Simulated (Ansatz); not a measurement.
# BeH2 (Ibam):V_H (site 1), thermodynamic levels from a 72-atom cell

Charge states of V_H (site 1) in BeH2 (Ibam), set against the band edges. Model: a cell of 72 host atoms with 1 H taken out.

Method: place-levels on PBEsol runs: charge-transition levels and formation energies with image-charge correction and potential alignment at the atomic sites, in Ansatz 0.2.0.

## Step 1: The structure

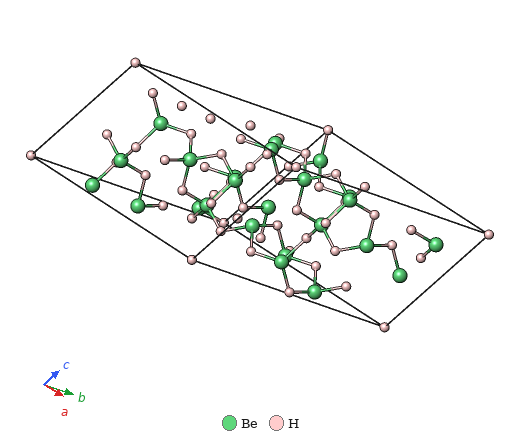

The starting structure, seen slightly off an axis (beryllium green, hydrogen pink). Bonds to atoms that aren't drawn are left out. Some periodic images of atoms are drawn too.

The cell holds 71 atoms: 24 Be and 47 H. Cell: a = 11.555 Å, b = 8.530 Å, c = 9.625 Å, α = 78.8°, β = 46.4°, γ = 54.8°. It derives from BeH2 (space group Ibam). Nearest the centre at fractional (0.751, 0.403, 0.338): Be12 at 1.43 Å, Be4 at 1.44 Å, H32 at 2.13 Å, H39 at 2.32 Å, H52 at 2.33 Å, H48 at 2.38 Å, H68 at 2.41 Å, H60 at 2.48 Å.

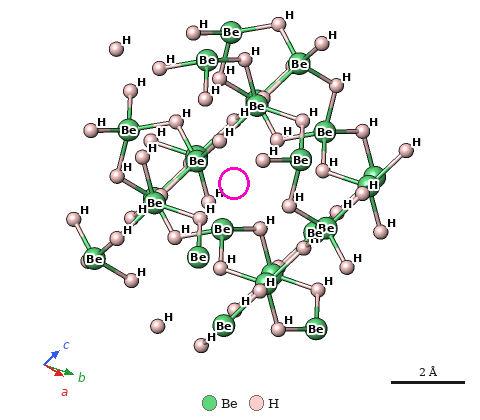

The atoms within 5 Å of the centre. A ring marks the centre wherever it is empty. Bonds to atoms that aren't drawn are left out.

Screening for the image-charge correction: ε∞ = (3.63, 3.74, 3.59), ε0 = (4.37, 5.16, 5.26), from a response run on this crystal (DFPT, PBEsol) at that run's own cell.

The cell's shortest repeat is 8.0 Å.

## Step 2: The runs of each charge state

A transition level is the Fermi level at which two charge states cost the same, so each charge needs its own total energy, at its own relaxed structure.

Each atom starts 0.05 Å or so off its site in a random direction. Forces are taken at one point at (¼, ¼, ¼). The cell holds 1 electron more than the neutral one, with a uniform background that keeps it neutral on the whole.

The sampling was tested on the host first: at the k-points planned (1x1x1 shifted 0.25 0.25 0.25) its energy lies 0.000 eV an atom from the dense-mesh value, under the bound of 0.02 eV set for this test; that bounds the host's error, not the defect's.

One state's input; the others differ in charge, spin, start and seed, and in occupations where the table says so.

qm1.relax/input.yaml

```yaml
crystal:
  lattice:
    - [0.0, 8.75735955, 7.53777216]
    - [3.99332615, 0.0, 7.53777216]
    - [3.99332615, 8.75735955, 0.0]
  atoms:
    - { symbol: Be, position: [0.125, 0.625, 0.375] }
    - { symbol: Be, position: [0.375, 0.875, 0.625] }
    - { symbol: Be, position: [0.625, 0.125, 0.875] }
[... 1 atom line left out ...]
    - { symbol: Be, position: [0.125, 0.625, 0.875] }
[... 2 atom lines left out ...]
    - { symbol: Be, position: [0.875, 0.375, 0.625] }
[... 4 atom lines left out ...]
    - { symbol: Be, position: [0.14340939, 0.35659061, 0.02468412] }
    - { symbol: Be, position: [0.39340939, 0.60659061, 0.27468412] }
[... 5 atom lines left out ...]
    - { symbol: Be, position: [0.85659061, 0.64340939, 0.97531588] }
[... 3 atom lines left out ...]
    - { symbol: Be, position: [0.97531588, 0.52468412, 0.35659061] }
[... 8 atom lines left out ...]
    - { symbol: H, position: [0.24854513, 0.59745951, 0.66190418] }
[... 2 atom lines left out ...]
    - { symbol: H, position: [0.99854513, 0.34745951, 0.41190418] }
    - { symbol: H, position: [0.09745951, 0.74854513, 0.99209117] }
[... 2 atom lines left out ...]
    - { symbol: H, position: [0.84745951, 0.49854513, 0.74209117] }
[... 4 atom lines left out ...]
    - { symbol: H, position: [0.21069034, 0.28930966, 0.46958051] }
[... 1 atom line left out ...]
    - { symbol: H, position: [0.71069034, 0.78930966, 0.96958051] }
[... 1 atom line left out ...]
    - { symbol: H, position: [0.03041949, 0.46958051, 0.78930966] }
[... 3 atom lines left out ...]
    - { symbol: H, position: [0.03930966, 0.96069034, 0.78041949] }
[... 2 atom lines left out ...]
    - { symbol: H, position: [0.78930966, 0.71069034, 0.53041949] }
[... 2 atom lines left out ...]
    - { symbol: H, position: [0.65254049, 0.00145487, 0.75790883] }
[... 1 atom line left out ...]
    - { symbol: H, position: [0.00145487, 0.65254049, 0.58809582] }
[... 7 atom lines left out ...]
    - { symbol: H, position: [0.08809582, 0.25790883, 0.00145487] }
[... 1 atom line left out ...]
    - { symbol: H, position: [0.58809582, 0.75790883, 0.50145487] }
    - { symbol: H, position: [0.83809582, 0.00790883, 0.75145487] }
  supercell: [1, 1, 1]
  defects: [{ vacancy: 63 }]
total_charge: -1
basis:
  ecutwfc: 420
  xc_grid: 2
hamiltonian:
  xc: pbesol
kpoints:
  mp_grid: { grid: [1, 1, 1], shift: [0.25, 0.25, 0.25] }
scf:
  occupations: { method: fixed }
  max_iter: 100
output:
  forces: true
  charged_corrections: { epsilon: [3.63, 3.74, 3.59], static_epsilon: [4.37, 5.16, 5.26] }
relax:
  f_tol: 0.02
  max_steps: 80
  random_displacement: { amplitude: 0.05, seed: 8479 }
checkpoint:
  write: "../qm1.relax.run"
  compress: false
  write_wavefunctions: true
  write_every: 100000
```

Started as:

```
> ansatz run input.yaml --threads 4 --pin off --max-ram 7536MiB --backend cpu --events-out ev --progress --plain --runs-dir out
```

Defect states can disperse in a cell of this size, so the energy is taken again at a 2×2×2 shifted mesh, on the relaxed structure.

The run of this state that the levels use, under PBEsol:

qm1.point/input.yaml

```yaml
crystal:
  checkpoint: "../qm1.relax.run"
  host: checkpoint
total_charge: -1
basis:
  ecutwfc: 420
  xc_grid: 2
hamiltonian:
  xc: pbesol
kpoints:
  mp_grid: { grid: [2, 2, 2], shift: [0.5, 0.5, 0.5] }
scf:
  occupations: { method: fermi_dirac, width: 0.01 }
  max_iter: 100
output:
  forces: true
  eigenvalues: true
  charged_corrections:
    epsilon: [3.63, 3.74, 3.59]
    static_epsilon: [4.37, 5.16, 5.26]
    defect_position: [0.751455, 0.40254, 0.338096]
  eigenstates: { localisation: true }
  populations: true
  band_densities: [{ bands: [v1, v1] }, { bands: [c1, c1] }]
  write_density: true
  write_potential: true
  volumetric_format: npy
  elf: true
checkpoint:
  read: "../qm1.relax.run"
  write: "../qm1.point.run"
  compress: false
  write_wavefunctions: false
  write_every: 100000
```

Relaxations under PBEsol at one point at (¼, ¼, ¼); times on 4 threads of Intel Xeon 6975P-C (Granite Rapids), shared host:

| charge | moment (μB) | occupations | outcome | steps | largest displacement against the far atoms (Å) | time |
| --- | --- | --- | --- | --- | --- | --- |
| −1 | 0 | fixed | converged | 8 | 0.46 | 16 s |
| 0 | 1 | fixed | converged | 5 | 0.23 | 21 s |
| +1 | 0 | fixed | converged | 10 | 0.92 | 20 s |

Single points under PBEsol at a 2×2×2 shifted mesh; times on 4 threads of Intel Xeon 6975P-C (Granite Rapids), shared host:

```csv
charge,moment (μB),occupations,outcome,time
−1,0,fermi-dirac,converged,11 s
0,1,fermi-dirac,converged,25 s
+1,0,fermi-dirac,converged,10 s
```

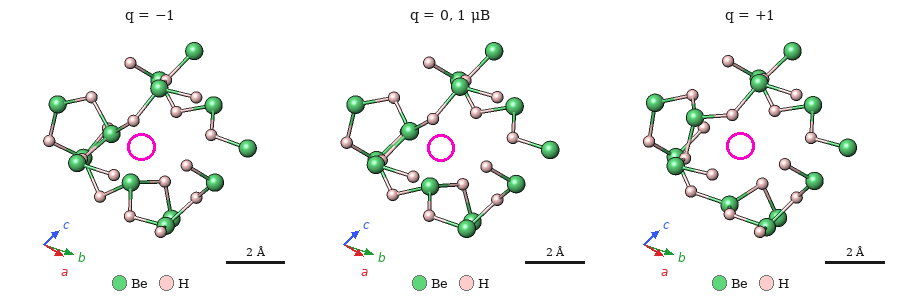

The structures near the centre after relaxation with PBEsol, by charge. A ring marks the centre wherever it is empty.

Distances (Å) from the ideal centre to the nearest atoms after relaxation with PBEsol:

| charge | moment (μB) | 1. | 2. | 3. | 4. | 5. | 6. |
| --- | --- | --- | --- | --- | --- | --- | --- |
| −1 | 0 | Be 1.27 | Be 1.42 | H 2.02 | H 2.05 | H 2.43 | H 2.44 |
| 0 | 1 | Be 1.43 | Be 1.49 | H 2.09 | H 2.16 | H 2.34 | H 2.37 |
| +1 | 0 | H 2.17 | Be 2.28 | H 2.30 | Be 2.32 | H 2.32 | H 2.37 |

## Step 3: Levels against the band edges, PBEsol

A charged cell interacts with its images and the background, and its potential has another zero than the host's. place-levels removes the first by a point-charge model, screened by the static dielectric constant since the ions have relaxed around the charge, and the second by comparing potentials at atoms far from the defect.

The host is a run of the defect-free crystal in the same cutoffs, grids and k-points, so that basis and sampling errors cancel in part in the differences. Its band edges come from a run of the primitive cell that searches the zone for them. Chemical potentials are energies per atom of H (H2 molecule), run with the same functional and cutoff.

levels.point.yaml

```yaml
host:
  run: host.point.run
  levels_from: { run: edges.point.run }
states: [qm1.point.run, q0_M1.point.run, qp1.point.run]
geometry_from:
  qm1.point.run: qm1.relax.run
  q0_M1.point.run: q0_M1.relax.run
  qp1.point.run: qp1.relax.run
  host.point.run: host.relax.run
chemical_potentials:
  H:
    energy: -15.609288
    dataset: "<sha256 of the dataset>"
epsilon: [3.63, 3.74, 3.59]
static_epsilon: [4.37, 5.16, 5.26]
vertical:
  - { from: qm1.point.run, to: qm1.point_neutral.run }
  - { from: qp1.point.run, to: qp1.point_neutral.run }
```

Started as:

```
> ansatz place-levels levels.point.yaml -- --threads 4 --pin off --max-ram 7536MiB
```

Numbers of over 12 decimals in the logs are rounded to 6 here.

The log of the run:

```text
[... repeated set-up lines and file paths are left out, and long positions are rounded to six places ...]
(+1/0) 3.220 eV above the valence edge, 1.608 eV under the conduction edge
(0/-1) 3.620 eV above the valence edge, 1.207 eV under the conduction edge
formation energy of charge +1: -1.416 eV with the Fermi level at the valence edge
formation energy of charge 0: +1.803 eV with the Fermi level at the valence edge
formation energy of charge -1: +5.423 eV with the Fermi level at the valence edge
vertical -1 to 0: no energy, since no alignment is typed
  the change from vertical[0].from (qm1.point.run) to vertical[0].to (qm1.point_neutral.run): by its potential at epsilon [3.63, 3.74, 3.59] it stands at 0.795 0.333 0.249, with an rms radius of about 1.4 Å (0.7 0.7 1.0 Å across the planes of the cell's [...]
vertical +1 to 0: no energy, since no alignment is typed
  the change from vertical[1].from (qp1.point.run) to vertical[1].to (qp1.point_neutral.run): by its potential at epsilon [3.63, 3.74, 3.59] it stands at 0.848 0.273 0.370, with an rms radius of about 2.8 Å (1.4 1.9 1.4 Å across the planes of the cell's [...]
  edges by pbesol of host.levels_from (edges.point.run), its mesh sampled to repeats of 31.95 Å (the valence edge +0.207 eV and the conduction edge -0.520 eV from those of the host's own run), gap 4.827 eV; the host is sampled to repeats of 17.06 Å
  the defect's cells are sampled to repeats of 17.06 Å, like sampling
  charge +1: -2907.0343 eV with its correction of +0.234 eV, at epsilon [4.37, 5.16, 5.26], aligned at sites: -0.2852 eV, mean over 9 atomic sites at or beyond 3.99 Å from the defect at [0.7515, 0.4025, 0.3381], with +0.000000 for the charge's moments and [...]
  charge 0: +0.000 eV for its dipole among its images, +0.004 omitted
  charge -1: -2902.0443 eV with its correction of +0.476 eV, at epsilon [4.37, 5.16, 5.26], aligned at sites: +0.0433 eV, mean over 9 atomic sites at or beyond 3.99 Å from the defect at [0.7515, 0.4025, 0.3381], with +0.000000 for the charge's moments and [...]
  of states[2] (qp1.point.run): it parts from the run at its places by a charge that spreads by about 1.9 Å along one vector (1.1 Å or more is wide), by its potential at epsilon [3.63, 3.74, 3.59], taken for that of held ions (one typed too small widens it), [...]
  of states[1] (q0_M1.point.run): its displacements don't fall off away from the defect: farther atoms stand 0.017 Å off the host's places. [...]
  of states[0] (qm1.point.run): its alignment with the host at atomic sites is doubtful: the mean over the far sites moves by -0.1177 eV from their farther parts to their nearer, more than 0.05 eV. [...]
  of vertical[0].from (qm1.point.run): its displacements don't fall off away from the defect: farther atoms stand 0.037 Å off the host's places. [...]
  of vertical[0].to (qm1.point_neutral.run): its displacements don't fall off away from the defect: farther atoms stand 0.037 Å off the host's places. [...]
  of vertical[1].from (qp1.point.run): its displacements don't fall off away from the defect: farther atoms stand 0.048 Å off the host's places. [...]
  of vertical[1].to (qp1.point_neutral.run): its displacements don't fall off away from the defect: farther atoms stand 0.048 Å off the host's places. [...]
```

Wall time 0.32 s (4 threads of Intel Xeon 6975P-C (Granite Rapids), shared host).

Under PBEsol the gap is 4.83 eV, (+1/0) 3.22, (0/−1) 3.62 eV.

Levels between the charges placed, in eV above the valence top:

|  | gap (eV) | (+1/0) | (0/−1) |
| --- | --- | --- | --- |
| PBEsol | 4.83 | 3.22 | 3.62 |

Corrections by state:

```csv
charge,moment (μB),image terms and alignment (eV),band filling (eV),ε used,"over the lowest of its charge, as the program ranks them, band filling apart (eV)"
+1,0.0,0.234,-,"principal values (4.37, 5.16, 5.26)",0.000
0,1.0,0.000,-,-,0.000
−1,0.0,0.476,-,"principal values (4.37, 5.16, 5.26)",0.000
```

The charged structures listed were also run neutral, and place-levels reads from each pair, by the potential or the spins, how wide the charge is by which they differ; that can be the carrier of either run.

| charge | rms radius (Å) | spread where it is widest against the cell (Å) | wide from (Å) | reading |
| --- | --- | --- | --- | --- |
| +1 | 2.8 | 1.92 | 1.13 | wide |
| −1 | 1.4 | 0.96 | 1.13 | narrow |

The neutral runs of these pairs need not share the spin of the lowest neutral state, and very wide values only mean spread over the cell.

From the program's caveats on the states, each cut to its opening words:

- charge +1: it parts from the run at its places by a charge that spreads by about 1.9 Å along one vector (1.1 Å or more is wide), by its potential at epsilon [3.63, 3.74, [...]
- charge +1: its alignment with the host at atomic sites is doubtful: the mean over the far sites moves by +0.3126 eV from their farther parts to their nearer, more than [...]
- charge +1: its alignment with the host at atomic sites is doubtful: the bonds of the host's hydrogens, which are not read, differ in the charged cell from the host's by [...]
- charge +1: the far atoms show a dipole or second moment of the defect's charge, for which the correction takes or leaves out 0.627 eV: further moments aren't read, and [...]
- charge +1: its sublattices stand up to 0.0783 Å off the host's, which by the two runs' forces adds about -0.01 eV to its energy against the host's, and moves the band [...]
- charge +1: its displacements don't fall off away from the defect: farther atoms stand 0.048 Å off the host's places
- charge 0 (1 μB): its displacements don't fall off away from the defect: farther atoms stand 0.017 Å off the host's places
- charge −1: its alignment with the host at atomic sites is doubtful: the mean over the far sites moves by -0.1177 eV from their farther parts to their nearer, more than [...]
- charge −1: the far atoms show a dipole or second moment of the defect's charge, for which the correction takes or leaves out 0.536 eV: further moments aren't read, and [...]
- charge −1: its displacements don't fall off away from the defect: farther atoms stand 0.037 Å off the host's places

The host's formation energy from the elements is -0.062 eV per atom; it sets how far the chemical potentials can move.

Limit set by the element alone; other compounds of these elements are not counted. Chemical potentials from the elements' reference states: Be 0.00 eV, H -0.09 eV. Formation energies (Be-rich), with the Fermi level at the valence top and at the conduction bottom (gap 4.83 eV):

```
charge  at valence top (eV)  at conduction bottom (eV)  correction included (eV)
    +1                -1.51                       3.32                      0.23
     0                 1.71                       1.71                      0.00
    −1                 5.33                       0.50                      0.48
```

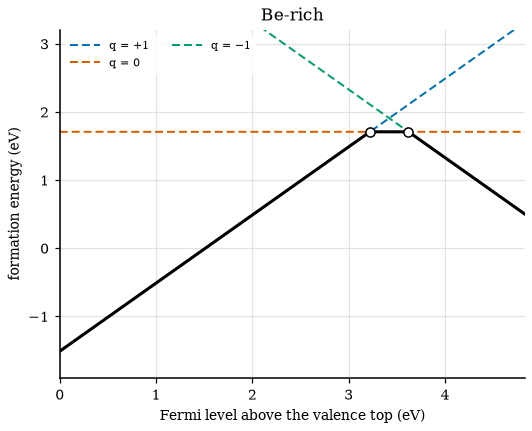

Formation energy against Fermi level; the thick line follows the lowest charge state and circles mark the transition levels.

Limit set by the element alone; other compounds of these elements are not counted. Chemical potentials from the elements' reference states: H 0.00 eV, Be -0.19 eV. Formation energy by charge state (H-rich; gap 4.83 eV):

```csv
charge,at valence top (eV),at conduction bottom (eV),correction included (eV)
+1,-1.42,3.41,0.23
0,1.80,1.80,0.00
−1,5.42,0.60,0.48
```

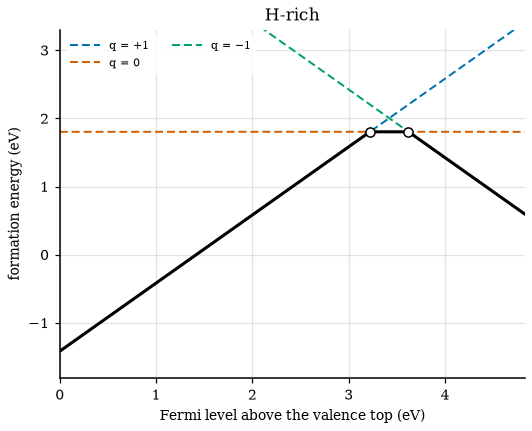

Formation energy against Fermi level; the thick line follows the lowest charge state and circles mark the transition levels.

(Continued in part 2 of 2.)

[Logs are printed without paths, hosts, clocks, repeated set-up lines and the standing remarks that a program may print on its own settings, such as how far it seeks lower states.]

[Hosts, paths, dates, database ids (printed as entryN), source tags and the programs' standing remarks are cut or masked in the printed files.]

[Where a table of states has a column of steps, it counts the stored structures, which are thinned; the runs took as many ionic steps or more.]

[A defect's name tells the site on which it was built; relaxed atoms can leave that site.]

[For some hosts the program warned that the k-mesh of the response run may be too coarse for force constants and the static dielectric constant; such warnings are not shown here.]
